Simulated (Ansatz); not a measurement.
## Ge wire along [110], 16 atoms a period, H-terminated: bands by functional and under strain

Aim: is the Ge wire along [110], 16 atoms a period, H-terminated a metal or a semiconductor?

Method: DFT PBE, plane waves, PAW; relaxation of a wire's period; PAW set soft_1, in the first sound run; inputs show where later runs differ, in Ansatz 0.2.0.

### 1. The structure

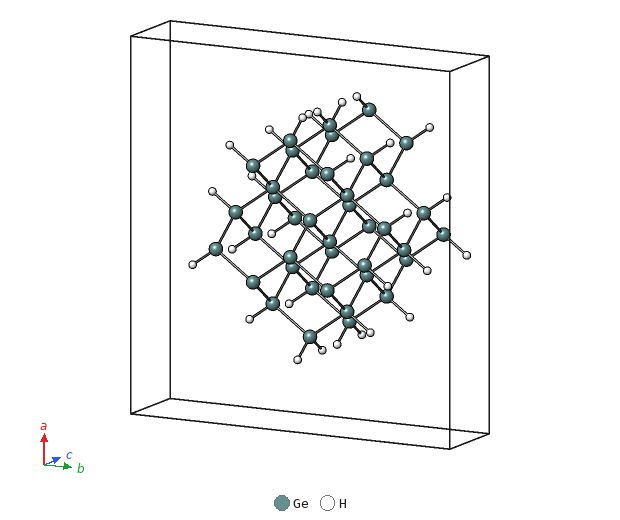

The cell as given, at a slant to the c axis (germanium teal, hydrogen white). 1×1×2 cells are drawn. Some periodic images of atoms are drawn too.

The cell holds 28 atoms: 16 Ge and 12 H. Its edges and angles: a = 18.681 Å, b = 17.493 Å, c = 4.073 Å, α = 90.0°, β = 90.0°, γ = 90.0°. Vacuum lies along a and b. The structure's axis is c.

### 2. The relaxed wire

Band widths follow the bond lengths, so the wire is relaxed first. The atoms and the third cell vector are free; the box across stays fixed as vacuum. A Fermi-Dirac smearing is set since the result may be a metal. The pressure printed is a third of the stress's trace over the whole box, vacuum included; only the stress along the axis is relaxed.

The input, input.yaml:

```yaml
crystal:
  lattice:
    - [18.681, 0.0, 0.0]
    - [0.0, 17.493, 0.0]
    - [0.0, 0.0, 4.0729350596]
  atoms:
    - { symbol: Ge, position: [0.384383407, 0.383593563, 0.0] }
    - { symbol: H, position: [0.413254108, 0.805655945, 0.0] }
    - { symbol: Ge, position: [0.461467075, 0.267177423, 0.0] }
    - { symbol: Ge, position: [0.461467075, 0.500009703, 0.0] }
    - { symbol: Ge, position: [0.692718078, 0.383593563, 0.0] }
    - { symbol: H, position: [0.740931044, 0.310779599, 0.0] }
    - { symbol: Ge, position: [0.769801746, 0.500009703, 0.0] }
    - { symbol: H, position: [0.182003105, 0.500009703, 0.187268604] }
    - { symbol: H, position: [0.818014712, 0.500009703, 0.312731396] }
    - { symbol: Ge, position: [0.230216071, 0.500009703, 0.5] }
    - { symbol: H, position: [0.259086773, 0.310779599, 0.5] }
    - { symbol: H, position: [0.259086773, 0.689239806, 0.5] }
    - { symbol: Ge, position: [0.307299739, 0.383593563, 0.5] }
    - { symbol: Ge, position: [0.307299739, 0.616425842, 0.5] }
    - { symbol: Ge, position: [0.538550742, 0.267177423, 0.5] }
    - { symbol: Ge, position: [0.538550742, 0.732841982, 0.5] }
    - { symbol: Ge, position: [0.538550742, 0.500009703, 0.5] }
    - { symbol: H, position: [0.586763709, 0.19436346, 0.5] }
    - { symbol: H, position: [0.586763709, 0.805655945, 0.5] }
    - { symbol: Ge, position: [0.61563441, 0.383593563, 0.5] }
    - { symbol: Ge, position: [0.61563441, 0.616425842, 0.5] }
    - { symbol: H, position: [0.818014712, 0.500009703, 0.687268604] }
    - { symbol: H, position: [0.182003105, 0.500009703, 0.812731396] }
    - { symbol: Ge, position: [0.384383407, 0.616425842, 0.0] }
    - { symbol: H, position: [0.413254108, 0.19436346, 0.0] }
    - { symbol: Ge, position: [0.461467075, 0.732841982, 0.0] }
    - { symbol: Ge, position: [0.692718078, 0.616425842, 0.0] }
    - { symbol: H, position: [0.740931044, 0.689239806, 0.0] }
kpoints:
  mp_grid: { grid: [1, 1, 20] }
scf:
  occupations: { method: fermi_dirac, width: 0.05 }
hamiltonian:
  xc: pbe
  pseudopotentials: { kind: paw, azcp: { folder: soft_1 } }
relax:
  cell: { fix: [a, b, alpha, beta, gamma] }
  max_steps: 45
  f_tol: 0.03
```

The run is started by

```
ansatz run input.yaml --threads 4 --pin off --max-ram 16384MiB --backend cpu --events-out ev --progress --plain --runs-dir out
```

Numbers of over 12 decimals in the logs are rounded to 6 here.

Output:

```text
Engine: ansatz 0.2.0, aarch64-unknown-linux-gnu
Pseudopotentials: kind: paw
Pseudopotential: Ge, paw, valence charge 14, recommended cutoff 420 eV (normal), soft_1/Ge.paw.azcp
Pseudopotential: H, paw, valence charge 1, recommended cutoff 420 eV (normal), soft_1/H.paw.azcp
Functional definition: PBE
  parameter kappa = 0.804
  parameter beta = 0.066725
  exchange = pbe_x(kappa = kappa, mu = beta*pi^2/3)
  correlation = pbe_c(beta = beta)
Crystal: 28 atoms, lattice volume = 1330.981 Å³
Basis set: ecut = 420 eV, 25953 PW (Γ), exchange–correlation on 250×240×60 points (8 copies of the dense FFT grid, shifted against one another)
Bands: 146, of which v1, the nominal top of the filled ones, is band 118 counted from 1 (117 counted from 0)
Symmetry: 8 space group operations
Space group: Pmma (ITA 51), of the structure as read, at distance tolerance 1.1e-4 Å
k-points: 11 of 20
Non-local potential: Ge, projectors of the file, l = 0: 2, l = 1: 2, l = 2: 3, l = 3: 1
Non-local potential: H, projectors of the file, l = 0: 2, l = 1: 1
PAW form: soft (Blöchl's): semilocal exchange-correlation on the pseudo side does not see the compensation charge
PAW one-centre angular grid: Ge, 590 points (default); XC on 64 Gauss nodes
PAW one-centre angular grid: H, 110 points (default); XC on 64 Gauss nodes
Initial density: superposition of atomic densities (neutral atoms: chi_scale 0, normalization atom)
Initial wavefunctions: pseudopotential atomic-orbital guess
Functional: x = pbe(κ = 0.804, μ = 0.219515), c = pbe(β = 0.066725)
SCF iter   1: F=—  HF=-68910.160852 eV  |F-HF|=—  |Δ(HF+E_count)|=         —  Δρ=3.19e-2  dr2=1.15e1  ethr=3.10e-3  ⟨swp⟩=6.7  Hψ=6390  notcnv=0  defer=32
preconditioner: auto → Resta (q_TF=auto, 2.045 Å⁻¹)  ε∞=1.5  [insulator: Δε(μ)=1.389 eV  Ē_g=21.802 eV  σ=0.050 eV  W_gap=1.00  n_scr=196 (ndim 8)  ℏωp=15.6 eV  f_vac=0.587  D(μ)=0.00/eV (n_scr^D=0)  ε∞_Penn≈1.5  vacuum switching on, ρ_ref=3.4e-2 e/Å³]
SCF iter   2: F=—  HF=-68907.686057 eV  |F-HF|=—  |Δ(HF+E_count)|=    2.47e0  Δρ=1.39e-2  dr2=2.63e0  ethr=3.10e-3  ⟨swp⟩=3.0  Hψ=2299  notcnv=0  defer=215
SCF iter   3: F=—  HF=-68907.784699 eV  |F-HF|=—  |Δ(HF+E_count)|=   9.86e-2  Δρ=5.74e-3  dr2=3.94e0  ethr=1.12e-3  ⟨swp⟩=3.9  Hψ=3058  notcnv=0  defer=209
SCF iter   4: F=—  HF=-68907.110598 eV  |F-HF|=—  |Δ(HF+E_count)|=   6.74e-1  Δρ=1.61e-3  dr2=3.49e-2  ethr=1.12e-3  ⟨swp⟩=3.5  Hψ=2533  notcnv=0  defer=202
SCF iter   5: F=—  HF=-68907.113944 eV  |F-HF|=—  |Δ(HF+E_count)|=   3.35e-3  Δρ=6.48e-4  dr2=5.68e-3  ethr=1.48e-5  ⟨swp⟩=2.2  Hψ=2043  notcnv=0  defer=205
SCF iter   6: F=—  HF=-68907.114951 eV  |F-HF|=—  |Δ(HF+E_count)|=   1.01e-3  Δρ=2.31e-4  dr2=2.27e-3  ethr=2.41e-6  ⟨swp⟩=2.0  Hψ=1752  notcnv=0  defer=205
SCF iter   7: F=—  HF=-68907.114775 eV  |F-HF|=—  |Δ(HF+E_count)|=   1.76e-4  Δρ=8.51e-5  dr2=1.01e-4  ethr=9.61e-7  ⟨swp⟩=2.0  Hψ=1667  notcnv=0  defer=205
SCF iter   8: F=—  HF=-68907.114816 eV  |F-HF|=—  |Δ(HF+E_count)|=   4.16e-5  Δρ=2.97e-5  dr2=7.94e-6  ethr=4.26e-8  ⟨swp⟩=2.0  Hψ=2694  notcnv=0  defer=205
SCF iter   9: F=—  HF=-68907.114839 eV  |F-HF|=—  |Δ(HF+E_count)|=   2.31e-5  Δρ=1.02e-5  dr2=1.02e-6  ethr=3.37e-9  ⟨swp⟩=2.5  Hψ=2409  notcnv=0  defer=205
SCF iter  10: F=—  HF=-68907.114841 eV  |F-HF|=—  |Δ(HF+E_count)|=   1.40e-6  Δρ=2.53e-6  dr2=1.01e-7  ethr=4.31e-10  ⟨swp⟩=2.0  Hψ=2646  notcnv=0  defer=205
SCF iter  11: F=-68907.114841 eV  HF=-68907.114841 eV  |F-HF|=2.40e-9  |Δ(HF+E_count)|=   3.05e-8  Δρ=6.59e-7  dr2=4.00e-9  ethr=4.24e-11  ⟨swp⟩=4.0  Hψ=4596  notcnv=0
SCF 1 converged in 11 iterations: F = -68907.114841 eV  dr2 = 4.00e-9
  greatest PAW one-centre occupation: 0.998 electrons in one spin orbital (limit 2), on the Ge atom at site 9 (counted from 0), in its partial waves of l = 2
relax step   1: F+E_penalty+E_count = -68907.11484080 eV  Δ(F+E_penalty+E_count) = +0.000e0 eV  max|allowed force component| = 3.321e-1 eV/Å  Δτ_max = 0.0000 Å  P = -0.334 GPa  Ω = 1330.981 Å³  fix = [a, b, alpha, beta, gamma]  reactions: a -0.515, b -0.569 GPa  (11 SCF iters, dr2 threshold 1.00e-7 eV, accepted)
Crystal: 28 atoms, lattice volume = 1364.624 Å³
Basis set: ecut = 420 eV, 26513 PW (Γ), exchange–correlation on 250×240×60 points (8 copies of the dense FFT grid, shifted against one another)
Initial density: handed on by an earlier stage of this run
Initial wavefunctions: those handed on with the density
iter 1 solved again at ethr=2.21e-4 eV; its pass at ethr=3.10e-3 eV (dr2=5.21e-1 eV) is discarded
SCF iter   1: F=—  HF=-68907.211454 eV  |F-HF|=—  |Δ(HF+E_count)|=         —  Δρ=8.50e-3  dr2=5.25e-1  ethr=2.21e-4  ⟨swp⟩=3.9  Hψ=8286  notcnv=0  defer=1
preconditioner: auto → Resta (q_TF=auto, 2.036 Å⁻¹)  ε∞=1.5  [insulator: Δε(μ)=1.487 eV  Ē_g=21.845 eV  σ=0.050 eV  W_gap=1.00  n_scr=200 (ndim 8)  ℏωp=15.4 eV  f_vac=0.640  D(μ)=0.00/eV (n_scr^D=0)  ε∞_Penn≈1.5  vacuum switching on, ρ_ref=3.5e-2 e/Å³]
SCF iter   2: F=—  HF=-68907.164344 eV  |F-HF|=—  |Δ(HF+E_count)|=   4.71e-2  Δρ=3.80e-3  dr2=1.54e-1  ethr=2.21e-4  ⟨swp⟩=4.7  Hψ=2621  notcnv=0
SCF iter   3: F=—  HF=-68907.164001 eV  |F-HF|=—  |Δ(HF+E_count)|=   3.43e-4  Δρ=2.09e-3  dr2=1.07e-1  ethr=6.53e-5  ⟨swp⟩=4.1  Hψ=2533  notcnv=0  defer=35
SCF iter   4: F=—  HF=-68907.149477 eV  |F-HF|=—  |Δ(HF+E_count)|=   1.45e-2  Δρ=2.21e-4  dr2=1.48e-3  ethr=4.54e-5  ⟨swp⟩=2.9  Hψ=2034  notcnv=0  defer=203
SCF iter   5: F=—  HF=-68907.149556 eV  |F-HF|=—  |Δ(HF+E_count)|=   7.87e-5  Δρ=1.30e-4  dr2=9.02e-4  ethr=6.27e-7  ⟨swp⟩=3.1  Hψ=2932  notcnv=0  defer=203
SCF iter   6: F=—  HF=-68907.149447 eV  |F-HF|=—  |Δ(HF+E_count)|=   1.08e-4  Δρ=6.09e-5  dr2=7.35e-5  ethr=3.82e-7  ⟨swp⟩=2.0  Hψ=1636  notcnv=0  defer=203
SCF iter   7: F=—  HF=-68907.149443 eV  |F-HF|=—  |Δ(HF+E_count)|=   4.86e-6  Δρ=2.28e-5  dr2=8.71e-6  ethr=3.11e-8  ⟨swp⟩=2.4  Hψ=2573  notcnv=0  defer=205
SCF iter   8: F=-68907.149444 eV  HF=-68907.149444 eV  |F-HF|=3.36e-8  |Δ(HF+E_count)|=   1.45e-6  Δρ=4.83e-6  dr2=3.19e-7  ethr=1.19e-9  ⟨swp⟩=4.1  Hψ=4588  notcnv=0
SCF 2 converged in 8 iterations: F = -68907.149444 eV  dr2 = 3.19e-7
relax step   2: F+E_penalty+E_count = -68907.14944392 eV  Δ(F+E_penalty+E_count) = -3.460e-2 eV  max|allowed force component| = 2.923e-1 eV/Å  Δτ_max = 0.1525 Å  P = +0.018 GPa  Ω = 1364.624 Å³  energy of the carried Pulay correction = -4.660e-3 eV  fix = [a, b, alpha, beta, gamma]  reactions: a +0.130, b +0.182 GPa  (8 SCF iters, dr2 threshold 2.80e-6 eV, accepted)
Crystal: 28 atoms, lattice volume = 1348.063 Å³
[...]
Initial wavefunctions: pseudopotential atomic-orbital guess (no wavefunctions were taken with the density)
iter 1 solved again at ethr=1.84e-7 eV; its pass at ethr=3.10e-3 eV (dr2=4.34e-4 eV) is discarded
SCF iter   1: F=—  HF=-68907.237347 eV  |F-HF|=—  |Δ(HF+E_count)|=         —  Δρ=6.73e-5  dr2=1.57e-6  ethr=1.84e-7  ⟨swp⟩=3.6  Hψ=10835  notcnv=0
preconditioner: auto → Resta (q_TF=auto, 2.041 Å⁻¹)  ε∞=1.5  [insulator: Δε(μ)=1.506 eV  Ē_g=21.781 eV  σ=0.050 eV  W_gap=1.00  n_scr=200 (ndim 8)  ℏωp=15.5 eV  f_vac=0.630  D(μ)=0.00/eV (n_scr^D=0)  ε∞_Penn≈1.5  vacuum switching on, ρ_ref=3.4e-2 e/Å³]
SCF iter   2: F=—  HF=-68907.241541 eV  |F-HF|=—  |Δ(HF+E_count)|=   4.19e-3  Δρ=3.39e-5  dr2=4.78e-7  ethr=6.65e-10  ⟨swp⟩=3.2  Hψ=3348  notcnv=0
SCF iter   3: F=—  HF=-68907.243570 eV  |F-HF|=—  |Δ(HF+E_count)|=   2.03e-3  Δρ=7.24e-6  dr2=3.75e-7  ethr=2.03e-10  ⟨swp⟩=3.9  Hψ=3696  notcnv=0
SCF iter   4: F=—  HF=-68907.243741 eV  |F-HF|=—  |Δ(HF+E_count)|=   1.71e-4  Δρ=1.55e-6  dr2=4.59e-8  ethr=1.59e-10  ⟨swp⟩=2.5  Hψ=1942  notcnv=0
SCF iter   5: F=—  HF=-68907.243754 eV  |F-HF|=—  |Δ(HF+E_count)|=   1.31e-5  Δρ=5.04e-7  dr2=4.24e-9  ethr=1.95e-11  ⟨swp⟩=2.5  Hψ=1929  notcnv=0
SCF iter   6: F=—  HF=-68907.243756 eV  |F-HF|=—  |Δ(HF+E_count)|=   1.69e-6  Δρ=1.89e-7  dr2=2.62e-9  ethr=1.80e-12  ⟨swp⟩=2.8  Hψ=2156  notcnv=0
SCF iter   7: F=—  HF=-68907.243756 eV  |F-HF|=—  |Δ(HF+E_count)|=   2.08e-7  Δρ=8.80e-8  dr2=4.25e-10  ethr=1.11e-12  ⟨swp⟩=2.0  Hψ=1910  notcnv=0
SCF iter   8: F=-68907.243756 eV  HF=-68907.243756 eV  |F-HF|=3.32e-9  |Δ(HF+E_count)|=   5.76e-8  Δρ=3.34e-8  dr2=2.91e-11  ethr=1.00e-12  ⟨swp⟩=4.0  Hψ=3606  notcnv=0
SCF 5 converged in 8 iterations: F = -68907.243756 eV  dr2 = 2.91e-11
relax step   5: F+E_penalty+E_count = -68907.24375610 eV  Δ(F+E_penalty+E_count) = -2.326e-3 eV  max|allowed force component| = 1.170e-2 eV/Å  Δτ_max = 0.0000 Å  P = -0.010 GPa  Ω = 1346.264 Å³  fix = [a, b, alpha, beta, gamma]  reactions: a -0.011, b -0.007 GPa  stress off target by 1.02e-2 GPa on what of the cell is left free  SCF on the basis re-selected at this cell (its energy is not comparable with the rows above)  (8 SCF iters)
basis re-selected at this cell: Δ(F+E_penalty+E_count) = -2.326e-3 eV, ΔP = +0.002 GPa vs the last step (what re-selecting the basis moved, of the pressure what is left beyond the Pulay correction that the steps carried, after the strain that the cell walked since its last selection, with what the two solves' SCF thresholds leave and, on support functions, any second-order correction that the steps lacked; it is no m [...]
SCF converged after 8 iterations
Free energy (F): -68907.243756 eV
Harris-Foulkes:  -68907.243756 eV  (|F-HF|=3.32e-9)
Internal energy: -68907.243756 eV  (E = F + TS)
E sigma→0 (E₀):  -68907.243756 eV
Entropy (-TS):   -0.000000 eV (-0.000 meV/atom)
Fermi energy:    -0.557203 eV
--- Per-component energies (eV) ---
  E_band       = -4499.864466
  E_kinetic    = 1631.614536
  E_local      = -149037.529873  (includes V_loc(G=0)·N_el)
  E_nonlocal   = 3498.518463
  E_hartree    = 72632.421347
  E_xc         = -1242.612443
  E_vxc        = -1165.461593  (∫ρ·V_xc dr)
  E_paw        = -32231.078524  (= ΣΔE_a)
  E_vpaw       = -4691.836225  (= ΣTr[D̂ρ^β])
  E_aug_tail   = -0.010881  (compensation charges beyond the density's cutoff)
  E_ewald      = 35841.433619
  E_smearing   = -0.000000  (= −TS)
  E_closure    = -0.000000  (closes the sum)
  Σ components = -68907.243756   (vs F -68907.243756, Δ=0.00e0)
--- Forces (eV/Å), atoms counted from 1 ---
  atom   1  Ge     0.00098032    -0.00565461     0.00000000
  atom   2  H      0.00254475    -0.00145313     0.00000000
  atom   3  Ge    -0.00140283     0.00124789     0.00000000
  atom   4  Ge    -0.00424211     0.00000000     0.00000000
  atom   5  Ge     0.00214688    -0.00064495     0.00000000
  atom   6  H      0.00061365     0.00543608     0.00000000
  atom   7  Ge     0.00012174     0.00000000     0.00000000
  atom   8  H      0.00514464     0.00000000     0.01169538
  atom   9  H     -0.00514464     0.00000000    -0.01169538
  atom  10  Ge    -0.00012174     0.00000000     0.00000000
  atom  11  H     -0.00061365     0.00543608     0.00000000
  atom  12  H     -0.00061365    -0.00543608     0.00000000
  atom  13  Ge    -0.00214688    -0.00064495     0.00000000
  atom  14  Ge    -0.00214688     0.00064495     0.00000000
  atom  15  Ge     0.00140283     0.00124789     0.00000000
  atom  16  Ge     0.00140283    -0.00124789     0.00000000
  atom  17  Ge     0.00424211     0.00000000     0.00000000
  atom  18  H     -0.00254475     0.00145313     0.00000000
  atom  19  H     -0.00254475    -0.00145313     0.00000000
  atom  20  Ge    -0.00098032    -0.00565461     0.00000000
  atom  21  Ge    -0.00098032     0.00565461     0.00000000
  atom  22  H     -0.00514464     0.00000000     0.01169538
  atom  23  H      0.00514464    -0.00000000    -0.01169538
  atom  24  Ge     0.00098032     0.00565461     0.00000000
  atom  25  H      0.00254475     0.00145313     0.00000000
  atom  26  Ge    -0.00140283    -0.00124789     0.00000000
  atom  27  Ge     0.00214688     0.00064495     0.00000000
  atom  28  H      0.00061365    -0.00543608     0.00000000
  max |Σ_I F_I| component: 9.76e-19 eV/Å
--- Stress (GPa, compression-positive) ---
       -0.011137       0.000000       0.000000
        0.000000      -0.007217       0.000000
        0.000000       0.000000      -0.010247
  P = ⅓ Tr σ = -0.0095 GPa (-0.095 kbar)
--- Relaxed structure (4 steps of the walk, 4 accepted, 1 SCFs on fresh bases) ---
  F+E_penalty+E_count = -68907.24375610 eV   max|allowed force component| = 1.170e-2 eV/Å   (the final SCF, on the basis selected at the relaxed cell)
  cell:  # Å, volume = 1346.2636 Å³
    - [18.681, 0.0, 0.0]
    - [0.0, 17.493, 0.0]
    - [0.0, 0.0, 4.119701]
  atoms:
    - { symbol: Ge, position: [0.385358, 0.384309, -1.2359135923271807e-19] }
    - { symbol: H, position: [0.414627, 0.802191, -1.2359135923271807e-19] }
    - { symbol: Ge, position: [0.463121, 0.270237, -1.2359135923271807e-19] }
    - { symbol: Ge, position: [0.462034, 0.500010, -1.2359135923271807e-19] }
    - { symbol: Ge, position: [0.689403, 0.385964, -1.2359135923271807e-19] }
    - { symbol: H, position: [0.737099, 0.312935, -1.2359135923271807e-19] }
    - { symbol: Ge, position: [0.766113, 0.500010, -1.2359135923271807e-19] }
    - { symbol: H, position: [0.184059, 0.500010, 0.202158] }
    - { symbol: H, position: [0.815959, 0.500010, 0.297842] }
    - { symbol: Ge, position: [0.233905, 0.500010, 0.5] }
    - { symbol: H, position: [0.262919, 0.312935, 0.5] }
    - { symbol: H, position: [0.262919, 0.687084, 0.5] }
    - { symbol: Ge, position: [0.310614, 0.385964, 0.5] }
    - { symbol: Ge, position: [0.310614, 0.614056, 0.5] }
    - { symbol: Ge, position: [0.536897, 0.270237, 0.5] }
    - { symbol: Ge, position: [0.536897, 0.729782, 0.5] }
    - { symbol: Ge, position: [0.537984, 0.500010, 0.5] }
    - { symbol: H, position: [0.585391, 0.197828, 0.5] }
    - { symbol: H, position: [0.585391, 0.802191, 0.5] }
    - { symbol: Ge, position: [0.614660, 0.384309, 0.5] }
    - { symbol: Ge, position: [0.614660, 0.615711, 0.5] }
    - { symbol: H, position: [0.815959, 0.500010, 0.702158] }
    - { symbol: H, position: [0.184059, 0.500010, 0.797842] }
    - { symbol: Ge, position: [0.385358, 0.615711, -1.2359135923271807e-19] }
    - { symbol: H, position: [0.414627, 0.197828, -1.2359135923271807e-19] }
    - { symbol: Ge, position: [0.463121, 0.729782, -1.2359135923271807e-19] }
    - { symbol: Ge, position: [0.689403, 0.614056, -1.2359135923271807e-19] }
    - { symbol: H, position: [0.737099, 0.687084, -1.2359135923271807e-19] }
```

It took 4.1 min on 4 threads of Arm Neoverse V1, shared host; peak memory 4.8 GiB.

(Continued in part 2 of 3.)

[Logs are printed without paths, hosts, clocks, repeated set-up lines and the standing remarks that a program may print on its own settings, such as how far it seeks lower states.]

[Hosts, paths, dates, database ids (printed as entryN), source tags and the programs' standing remarks are cut or masked in the printed files.]
